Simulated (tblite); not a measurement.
## Run report: C₈H₁₃FSi₂, geometry relaxation (part 2 of 2)

Continued. System: C₈H₁₃FSi₂, SMILES Fc1ccc([SiH2]CC[SiH3])cc1. Method: GFN2-xTB geometry optimisation, gas phase (tblite 0.8.0). 

## Trajectory as extended XYZ, continued
```
24
Properties=species:S:1:pos:R:3:forces:R:3 step=17 energy=-868.71034
F    -5.3808    0.6911    0.0713    0.0040   0.0030   0.0070
C    -4.0917    0.2936   -0.0087    0.0010   0.0030  -0.0030
C    -3.0889    1.2416    0.0652    0.0000   0.0020   0.0040
C    -1.7735    0.8219   -0.0229    0.0000  -0.0040  -0.0070
C    -1.4483   -0.5212   -0.1834    0.0000  -0.0050  -0.0050
Si    0.3342   -1.1289   -0.3383    0.0100   0.0070   0.0070
C     1.5732    0.2502    0.0819    0.0000  -0.0010  -0.0010
C     3.0137   -0.2630    0.0921   -0.0070   0.0000  -0.0020
Si    4.2813    1.1033    0.4722   -0.0060  -0.0030   0.0000
C    -2.4891   -1.4429   -0.2509    0.0000  -0.0030  -0.0040
C    -3.8117   -1.0518   -0.1645   -0.0010   0.0050  -0.0060
H    -3.3422    2.2831    0.1885   -0.0050   0.0030  -0.0010
H    -0.9858    1.5585    0.0330   -0.0030  -0.0030   0.0020
H     0.5219   -2.2625    0.5790   -0.0030   0.0000   0.0050
H     0.5579   -1.5885   -1.7177    0.0020  -0.0060  -0.0020
H     1.3442    0.6840    1.0577   -0.0010  -0.0030  -0.0020
H     1.4912    1.0624   -0.6438    0.0000  -0.0060   0.0050
H     3.1007   -1.0645    0.8280    0.0000   0.0000  -0.0020
H     3.2381   -0.7169   -0.8751   -0.0010   0.0020   0.0000
H     4.2038    2.1318   -0.5683    0.0000   0.0040   0.0000
H     5.6264    0.5282    0.5050    0.0040   0.0020  -0.0020
H     3.9661    1.7052    1.7701    0.0000   0.0010   0.0020
H    -2.2565   -2.4900   -0.3751    0.0030   0.0000   0.0010
H    -4.6193   -1.7652   -0.2182    0.0030   0.0010   0.0020
24
Properties=species:S:1:pos:R:3:forces:R:3 step=18 energy=-868.71036
F    -5.3805    0.6915    0.0718    0.0030   0.0030   0.0080
C    -4.0916    0.2937   -0.0086    0.0030   0.0030  -0.0010
C    -3.0886    1.2415    0.0652   -0.0010   0.0050   0.0040
C    -1.7734    0.8218   -0.0232    0.0000  -0.0040  -0.0070
C    -1.4484   -0.5213   -0.1839    0.0030  -0.0030  -0.0070
Si    0.3342   -1.1290   -0.3379    0.0100   0.0030   0.0020
C     1.5732    0.2500    0.0821   -0.0010   0.0000   0.0000
C     3.0138   -0.2630    0.0918   -0.0070   0.0000  -0.0010
Si    4.2810    1.1036    0.4720   -0.0050  -0.0070  -0.0020
C    -2.4893   -1.4428   -0.2517    0.0020  -0.0010   0.0010
C    -3.8118   -1.0517   -0.1642    0.0000   0.0050  -0.0110
H    -3.3420    2.2828    0.1888   -0.0050   0.0060  -0.0010
H    -0.9857    1.5586    0.0324   -0.0030  -0.0050   0.0030
H     0.5212   -2.2624    0.5799   -0.0020   0.0000   0.0060
H     0.5589   -1.5895   -1.7170    0.0000  -0.0040   0.0010
H     1.3442    0.6838    1.0578    0.0000  -0.0030   0.0000
H     1.4909    1.0622   -0.6434    0.0000  -0.0040   0.0020
H     3.1009   -1.0644    0.8278    0.0010   0.0000  -0.0040
H     3.2381   -0.7168   -0.8755   -0.0020   0.0020   0.0020
H     4.2035    2.1326   -0.5680    0.0000   0.0050   0.0000
H     5.6261    0.5283    0.5046    0.0040   0.0030  -0.0020
H     3.9657    1.7047    1.7701   -0.0010   0.0030   0.0050
H    -2.2562   -2.4898   -0.3761    0.0000  -0.0020   0.0010
H    -4.6195   -1.7650   -0.2179    0.0010  -0.0020   0.0020
24
Properties=species:S:1:pos:R:3:forces:R:3 step=20 energy=-868.71042
F    -5.3797    0.6929    0.0736   -0.0020  -0.0010   0.0070
C    -4.0913    0.2940   -0.0084    0.0040   0.0010   0.0030
C    -3.0881    1.2414    0.0653   -0.0010   0.0060   0.0000
C    -1.7730    0.8215   -0.0243   -0.0020   0.0000  -0.0040
C    -1.4483   -0.5216   -0.1853    0.0060   0.0040  -0.0080
Si    0.3346   -1.1294   -0.3368   -0.0010  -0.0110  -0.0070
C     1.5731    0.2495    0.0825   -0.0030   0.0010   0.0020
C     3.0136   -0.2629    0.0911    0.0000   0.0000   0.0020
Si    4.2803    1.1041    0.4714    0.0020  -0.0050  -0.0010
C    -2.4895   -1.4428   -0.2535    0.0060   0.0010   0.0070
C    -3.8120   -1.0514   -0.1644    0.0030   0.0010  -0.0140
H    -3.3418    2.2826    0.1893   -0.0020   0.0070  -0.0010
H    -0.9856    1.5585    0.0313    0.0010  -0.0060   0.0040
H     0.5194   -2.2621    0.5824   -0.0010   0.0020   0.0050
H     0.5614   -1.5922   -1.7152   -0.0010  -0.0020   0.0060
H     1.3441    0.6831    1.0581    0.0020  -0.0020   0.0060
H     1.4901    1.0616   -0.6424   -0.0010   0.0040  -0.0070
H     3.1014   -1.0641    0.8272    0.0020  -0.0020  -0.0050
H     3.2380   -0.7165   -0.8763   -0.0040   0.0020   0.0020
H     4.2030    2.1346   -0.5673   -0.0010   0.0010   0.0020
H     5.6255    0.5286    0.5037    0.0000   0.0050  -0.0030
H     3.9648    1.7037    1.7702    0.0000   0.0030   0.0040
H    -2.2555   -2.4893   -0.3785   -0.0070  -0.0060   0.0010
H    -4.6198   -1.7645   -0.2169    0.0000  -0.0030   0.0000
24
Properties=species:S:1:pos:R:3:forces:R:3 step=21 energy=-868.71045
F    -5.3792    0.6937    0.0750   -0.0030  -0.0040   0.0060
C    -4.0911    0.2943   -0.0082    0.0030   0.0000   0.0030
C    -3.0877    1.2415    0.0654    0.0000   0.0040  -0.0030
C    -1.7728    0.8213   -0.0251   -0.0020   0.0030  -0.0020
C    -1.4481   -0.5218   -0.1865    0.0030   0.0060  -0.0060
Si    0.3350   -1.1298   -0.3363   -0.0080  -0.0140  -0.0080
C     1.5730    0.2492    0.0828   -0.0040   0.0010   0.0020
C     3.0135   -0.2628    0.0907    0.0040   0.0010   0.0030
Si    4.2798    1.1042    0.4711    0.0050   0.0010   0.0020
C    -2.4895   -1.4427   -0.2545    0.0040   0.0010   0.0050
C    -3.8120   -1.0512   -0.1649    0.0040  -0.0010  -0.0100
H    -3.3418    2.2827    0.1896    0.0010   0.0050   0.0000
H    -0.9856    1.5583    0.0307    0.0050  -0.0040   0.0030
H     0.5183   -2.2618    0.5840    0.0000   0.0020   0.0050
H     0.5629   -1.5939   -1.7140   -0.0010  -0.0020   0.0050
H     1.3441    0.6826    1.0585    0.0020  -0.0010   0.0070
H     1.4897    1.0613   -0.6420   -0.0010   0.0070  -0.0090
H     3.1018   -1.0640    0.8268    0.0020  -0.0040  -0.0040
H     3.2378   -0.7162   -0.8767   -0.0050   0.0010   0.0000
H     4.2026    2.1359   -0.5668   -0.0020  -0.0030   0.0040
H     5.6252    0.5290    0.5030   -0.0010   0.0060  -0.0030
H     3.9642    1.7032    1.7704    0.0010   0.0020   0.0010
H    -2.2552   -2.4892   -0.3799   -0.0100  -0.0060   0.0010
H    -4.6199   -1.7643   -0.2164    0.0020  -0.0010  -0.0020
24
Properties=species:S:1:pos:R:3:forces:R:3 step=23 energy=-868.71052
F    -5.3783    0.6949    0.0780   -0.0010  -0.0100   0.0050
C    -4.0905    0.2948   -0.0076   -0.0010  -0.0010  -0.0010
C    -3.0872    1.2420    0.0654    0.0010  -0.0010  -0.0070
C    -1.7725    0.8211   -0.0267    0.0010   0.0070   0.0010
C    -1.4476   -0.5218   -0.1891   -0.0050   0.0030   0.0000
Si    0.3353   -1.1312   -0.3356   -0.0100  -0.0030   0.0010
C     1.5725    0.2487    0.0833   -0.0020   0.0010  -0.0010
C     3.0133   -0.2627    0.0901    0.0030   0.0010   0.0020
Si    4.2791    1.1046    0.4707    0.0040   0.0090   0.0060
C    -2.4893   -1.4426   -0.2562   -0.0020   0.0000  -0.0050
C    -3.8117   -1.0506   -0.1663    0.0030  -0.0010   0.0040
H    -3.3416    2.2832    0.1901    0.0070   0.0000   0.0010
H    -0.9852    1.5577    0.0297    0.0100   0.0010   0.0010
H     0.5160   -2.2612    0.5877    0.0010   0.0010   0.0050
H     0.5657   -1.5976   -1.7115   -0.0010  -0.0060  -0.0040
H     1.3442    0.6815    1.0595    0.0010  -0.0010   0.0020
H     1.4886    1.0610   -0.6415   -0.0030   0.0030  -0.0030
H     3.1027   -1.0641    0.8256    0.0010  -0.0060  -0.0010
H     3.2372   -0.7157   -0.8775   -0.0040   0.0010  -0.0020
H     4.2017    2.1382   -0.5655   -0.0030  -0.0060   0.0050
H     5.6247    0.5300    0.5016    0.0010   0.0050  -0.0020
H     3.9631    1.7022    1.7709    0.0030  -0.0010  -0.0030
H    -2.2554   -2.4893   -0.3826   -0.0110  -0.0010   0.0040
H    -4.6200   -1.7639   -0.2154    0.0060   0.0030  -0.0070
24
Properties=species:S:1:pos:R:3:forces:R:3 step=24 energy=-868.71055
F    -5.3780    0.6952    0.0795    0.0000  -0.0110   0.0040
C    -4.0902    0.2949   -0.0073   -0.0020   0.0000  -0.0030
C    -3.0869    1.2423    0.0653    0.0020  -0.0020  -0.0060
C    -1.7724    0.8212   -0.0274    0.0030   0.0060   0.0010
C    -1.4475   -0.5217   -0.1903   -0.0070   0.0000   0.0030
Si    0.3351   -1.1320   -0.3353   -0.0040   0.0060   0.0050
C     1.5722    0.2485    0.0835    0.0000   0.0000  -0.0020
C     3.0133   -0.2625    0.0898    0.0000   0.0010   0.0010
Si    4.2789    1.1050    0.4706    0.0000   0.0060   0.0060
C    -2.4892   -1.4426   -0.2571   -0.0050   0.0000  -0.0080
C    -3.8115   -1.0504   -0.1670    0.0000   0.0010   0.0090
H    -3.3413    2.2835    0.1904    0.0080  -0.0030   0.0010
H    -0.9847    1.5574    0.0292    0.0100   0.0030   0.0000
H     0.5150   -2.2609    0.5896    0.0010   0.0010   0.0040
H     0.5671   -1.5994   -1.7104   -0.0010  -0.0070  -0.0060
H     1.3443    0.6810    1.0601    0.0000  -0.0010  -0.0020
H     1.4880    1.0610   -0.6414   -0.0030  -0.0020   0.0030
H     3.1031   -1.0643    0.8250    0.0000  -0.0040  -0.0010
H     3.2367   -0.7154   -0.8780   -0.0030   0.0030  -0.0020
H     4.2012    2.1391   -0.5649   -0.0030  -0.0050   0.0030
H     5.6244    0.5306    0.5008    0.0030   0.0040  -0.0020
H     3.9627    1.7018    1.7710    0.0030   0.0000  -0.0020
H    -2.2558   -2.4894   -0.3838   -0.0090   0.0020   0.0040
H    -4.6198   -1.7637   -0.2152    0.0060   0.0030  -0.0090
24
Properties=species:S:1:pos:R:3:forces:R:3 step=26 energy=-868.71062
F    -5.3773    0.6951    0.0831   -0.0010  -0.0090   0.0020
C    -4.0896    0.2953   -0.0068    0.0000   0.0030  -0.0030
C    -3.0862    1.2427    0.0645    0.0030   0.0000  -0.0020
C    -1.7718    0.8216   -0.0290    0.0060  -0.0020  -0.0010
C    -1.4476   -0.5215   -0.1927    0.0000  -0.0040   0.0050
Si    0.3347   -1.1334   -0.3344    0.0080   0.0110   0.0050
C     1.5717    0.2481    0.0839    0.0030  -0.0030  -0.0010
C     3.0132   -0.2622    0.0894   -0.0050  -0.0010  -0.0030
Si    4.2784    1.1060    0.4707   -0.0060  -0.0070   0.0000
C    -2.4892   -1.4423   -0.2594   -0.0040   0.0020  -0.0060
C    -3.8112   -1.0499   -0.1678   -0.0040   0.0030   0.0100
H    -3.3402    2.2839    0.1910    0.0060  -0.0020   0.0000
H    -0.9832    1.5570    0.0283    0.0020   0.0020  -0.0020
H     0.5130   -2.2601    0.5938    0.0000   0.0030   0.0010
H     0.5698   -1.6038   -1.7083   -0.0040  -0.0050  -0.0010
H     1.3445    0.6799    1.0611   -0.0020  -0.0010  -0.0080
H     1.4866    1.0608   -0.6409   -0.0020  -0.0070   0.0090
H     3.1041   -1.0649    0.8236   -0.0020   0.0020  -0.0020
H     3.2357   -0.7145   -0.8790    0.0010   0.0060  -0.0010
H     4.2000    2.1409   -0.5633   -0.0040   0.0000  -0.0030
H     5.6241    0.5322    0.4991    0.0060   0.0030   0.0000
H     3.9619    1.7010    1.7713    0.0020   0.0030   0.0060
H    -2.2572   -2.4894   -0.3861   -0.0030   0.0040   0.0020
H    -4.6193   -1.7631   -0.2152   -0.0010  -0.0010  -0.0090
24
Properties=species:S:1:pos:R:3:forces:R:3 step=27 energy=-868.71065
F    -5.3770    0.6948    0.0849   -0.0020  -0.0050   0.0010
C    -4.0893    0.2956   -0.0067    0.0020   0.0030  -0.0010
C    -3.0858    1.2429    0.0640    0.0030   0.0000   0.0010
C    -1.7713    0.8218   -0.0298    0.0050  -0.0060  -0.0010
C    -1.4477   -0.5214   -0.1938    0.0050  -0.0040   0.0040
Si    0.3346   -1.1338   -0.3339    0.0090   0.0060   0.0000
C     1.5714    0.2477    0.0841    0.0030  -0.0040   0.0000
C     3.0131   -0.2621    0.0891   -0.0040  -0.0020  -0.0030
Si    4.2781    1.1063    0.4708   -0.0050  -0.0100  -0.0020
C    -2.4894   -1.4421   -0.2608   -0.0010   0.0030  -0.0010
C    -3.8111   -1.0495   -0.1679   -0.0040   0.0030   0.0040
H    -3.3395    2.2840    0.1913    0.0050   0.0000  -0.0010
H    -0.9823    1.5568    0.0278   -0.0020   0.0000  -0.0020
H     0.5120   -2.2596    0.5958    0.0000   0.0050  -0.0010
H     0.5710   -1.6061   -1.7072   -0.0050  -0.0030   0.0050
H     1.3446    0.6793    1.0614   -0.0030   0.0000  -0.0060
H     1.4859    1.0605   -0.6405   -0.0010  -0.0060   0.0080
H     3.1045   -1.0652    0.8229   -0.0030   0.0030  -0.0020
H     3.2352   -0.7139   -0.8795    0.0030   0.0060  -0.0020
H     4.1993    2.1417   -0.5625   -0.0050   0.0010  -0.0040
H     5.6241    0.5331    0.4982    0.0050   0.0030   0.0000
H     3.9615    1.7006    1.7716    0.0020   0.0040   0.0080
H    -2.2580   -2.4893   -0.3871    0.0000   0.0030   0.0000
H    -4.6191   -1.7628   -0.2154   -0.0050  -0.0020  -0.0070
24
Properties=species:S:1:pos:R:3:forces:R:3 step=29 energy=-868.71069
F    -5.3767    0.6943    0.0874   -0.0020   0.0030  -0.0010
C    -4.0889    0.2961   -0.0066    0.0010   0.0000   0.0030
C    -3.0850    1.2431    0.0635    0.0010  -0.0010   0.0030
C    -1.7706    0.8217   -0.0308    0.0000  -0.0050   0.0000
C    -1.4475   -0.5216   -0.1949    0.0060  -0.0020   0.0020
Si    0.3348   -1.1342   -0.3332    0.0010  -0.0060  -0.0030
C     1.5713    0.2471    0.0844    0.0000  -0.0010   0.0020
C     3.0128   -0.2620    0.0886    0.0020  -0.0010  -0.0010
Si    4.2774    1.1063    0.4709    0.0010  -0.0010   0.0000
C    -2.4897   -1.4417   -0.2625    0.0020   0.0010   0.0070
C    -3.8112   -1.0490   -0.1680    0.0000  -0.0010  -0.0060
H    -3.3383    2.2841    0.1917    0.0040   0.0020  -0.0020
H    -0.9813    1.5566    0.0271   -0.0050  -0.0020  -0.0030
H     0.5107   -2.2587    0.5985    0.0010   0.0050  -0.0010
H     0.5723   -1.6091   -1.7056   -0.0060  -0.0010   0.0080
H     1.3444    0.6785    1.0616   -0.0030   0.0010   0.0010
H     1.4849    1.0600   -0.6396    0.0000   0.0010   0.0000
H     3.1048   -1.0655    0.8218   -0.0020   0.0000  -0.0010
H     3.2348   -0.7129   -0.8804    0.0040   0.0030  -0.0040
H     4.1981    2.1428   -0.5618   -0.0050  -0.0020  -0.0010
H     5.6243    0.5345    0.4971    0.0000   0.0040   0.0010
H     3.9613    1.7003    1.7724    0.0030   0.0000   0.0030
H    -2.2589   -2.4890   -0.3884    0.0030   0.0010  -0.0020
H    -4.6191   -1.7624   -0.2161   -0.0050   0.0010  -0.0040
```

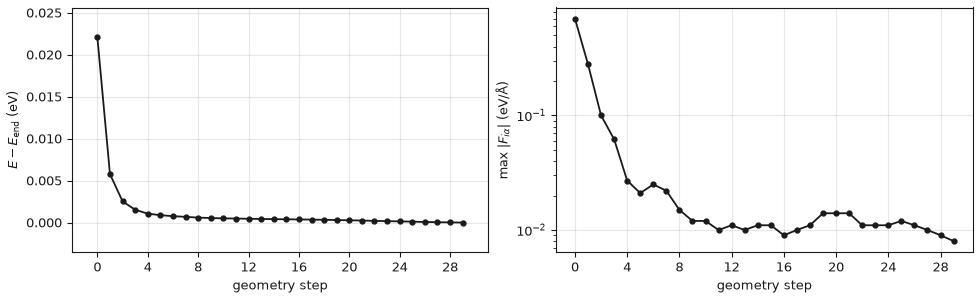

*Progress of the relaxation, step by step (steps are counted from 0).*

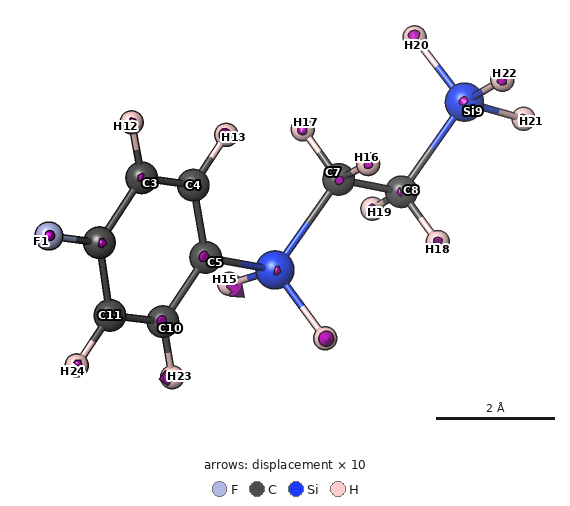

*The starting structure with the displacements as pink arrows, magnified 10 times (ball-and-stick view, seen at a tilt). The two geometries are laid on each other by the best rigid fit.*

After 29 geometry steps the energy has fallen by 0.022 eV. Largest force component: 0.7 eV/Å at the start, 0.008 eV/Å at the end. H15 moves most after the best rigid fit: 0.038 Å. By element the largest moves are H 0.038 Å, C 0.016 Å, F 0.014 Å, Si 0.013 Å. Among the contacts that change: C7–H16 1.106 → 1.092 Å, F1–C2 1.337 → 1.351 Å, C3–C4 1.372 → 1.384 Å, Si9–H21 1.452 → 1.463 Å. (Atoms are counted from 1 in the order of the input.)

This output came from the following input.

## Input file
```
{"job": {"kind": "relax", "xc": "GFN2-xTB", "basis": "xTB"}, "charge": 0, "multiplicity": 1}
F     -5.371600     0.689100     0.075600
C     -4.096400     0.298400    -0.019000
C     -3.078700     1.237600     0.067200
C     -1.773300     0.828400    -0.032900
C     -1.449700    -0.524200    -0.178900
Si     0.329200    -1.130300    -0.343600
C      1.574200     0.252500     0.074100
C      3.019500    -0.260600     0.095200
Si     4.286300     1.097500     0.470700
C     -2.494000    -1.445200    -0.249100
C     -3.815100    -1.053400    -0.167500
H     -3.346400     2.279400     0.187100
H     -0.988800     1.558100     0.044500
H      0.527300    -2.263100     0.574900
H      0.550200    -1.581500    -1.719200
H      1.339800     0.687500     1.063900
H      1.495000     1.063100    -0.646600
H      3.097500    -1.072000     0.827400
H      3.236300    -0.716300    -0.870500
H      4.206500     2.127900    -0.568000
H      5.623800     0.533400     0.507100
H      3.970200     1.708800     1.768400
H     -2.250500    -2.483900    -0.363200
H     -4.626300    -1.771900    -0.220600
```

The first line tells a small driver script what to run in tblite; the rest is the geometry in Å.

Run as:
```bash
OMP_NUM_THREADS=2 python <driver script> task.json out
```

## Summary

| quantity | value |
| --- | --- |
| outcome | converged |
| total energy | −868.7107 eV |
| hardware | 2 CPU threads, shared host |
| peak memory | 0.18 GiB |
